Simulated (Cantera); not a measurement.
Charge: 1 mol C2F6, 0.13 mol CH4, 0.11 mol H2, at 11.0 Pa.

Equilibrium computed with Cantera from the NASA thermochemical tables; the gas is ideal and each condensed phase is pure. Candidate condensed phases: C, C6H6, C7H8, C8H18; 95 gas species. The feed counts by its element totals alone. Gases not in the tables: C2F6 and larger saturated fluorocarbons. Rates play no part.

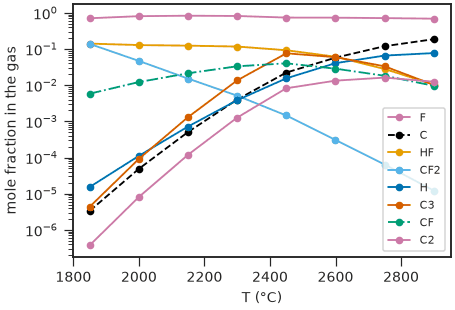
*Equilibrium gas composition (values under 1e-9 drawn at 1e-9)*

From 1850 °C to 2300 °C the condensed part is C(graphite). From 2450 °C to 2900 °C nothing is condensed. The main C-bearing gas is CF2 at 1850 °C and C at 2900 °C.
